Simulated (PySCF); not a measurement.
# CH₇BO₃Si₂ (SMILES O=C[SiH2]OBO[SiH3]): what the fields show

```xyz
14

O    -2.4322    2.1044   -0.2543
C    -1.6280    1.3569    0.2400
Si   -1.7932   -0.5597    0.3272
O    -0.5888   -1.1373    1.2327
B     0.7197   -1.2386    1.5036
O     1.6493   -0.6210    0.7858
Si    2.0220    0.3670   -0.4429
H    -0.7009    1.7896    0.6904
H    -1.7304   -1.1000   -1.0310
H    -2.9985   -0.9331    1.0602
H     1.0516   -1.9004    2.4196
H     3.0974   -0.3416   -1.1317
H     0.8829    0.6032   -1.3388
H     2.4485    1.6102    0.1973
```

Geometry: GFN2-xTB.

Computed with B3LYP/def2-SVPD, SCF density, gas phase in PySCF.

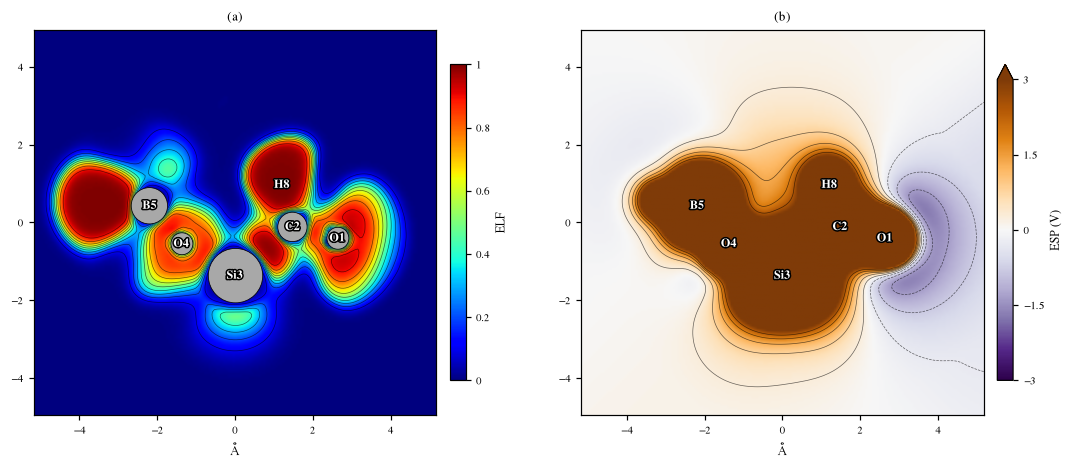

Figure 1. (a) ELF; (b) electrostatic potential on the plane of atoms O1, C2 and H8. Grey discs cover the atomic cores in the ELF map.

**What do the fields say about this system?**

- The plane passes through O, C, Si, B and H nuclei.
- C–O (1.20 Å): the ELF peaks at about 0.85 between the atoms (a short, multiple covalent bond).
- B–O (1.34 Å): the ELF peaks at about 0.90 between the atoms; a short, strongly polar bond.
- Si–O (1.61 Å): the ELF peaks at about 0.85 between the atoms, as expected for a short, strongly polar bond.
- C–Si (1.93 Å): the ELF peaks at about 1 between the atoms (a shared electron pair).
- C–H (1.12 Å): the ELF climbs to about 1 towards the hydrogen, as it does in any bond to H; an ordinary covalent bond to hydrogen.
- The ELF also peaks beside O1 and O4, away from the bonds: lone-pair regions.
- Outside the dense part of the molecule the potential is most negative (−1.7 V) near O1.

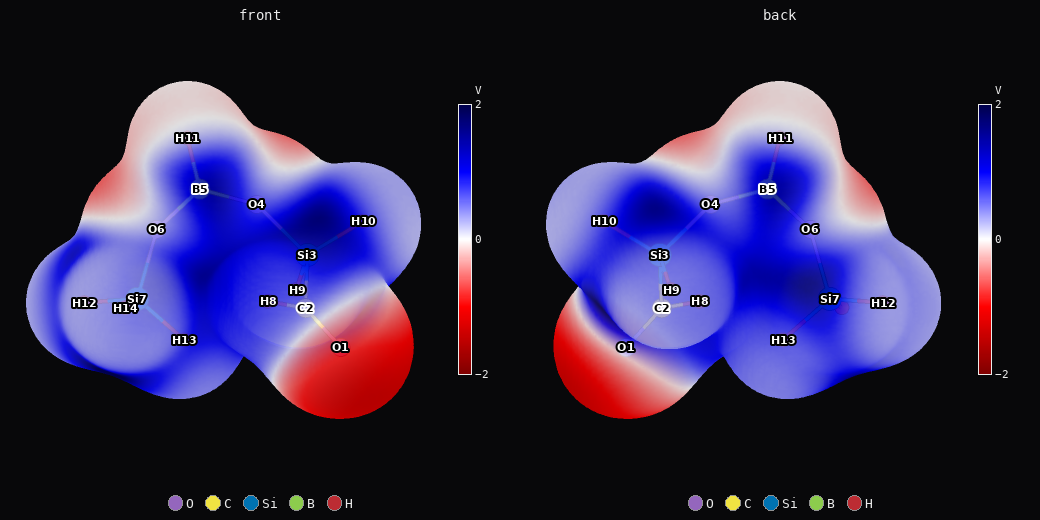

Figure 2. The molecular electrostatic potential painted on the density surface at 0.002 e/bohr³, seen from the front and from behind; the colour scale runs from red (negative) to blue (positive).

**Describe the electrostatic potential map.**

The most negative region (about −1.4 V) lies over O1, the most positive (about +1.9 V) over Si3 and Si7. O1 is the likeliest acceptor of a hydrogen bond.
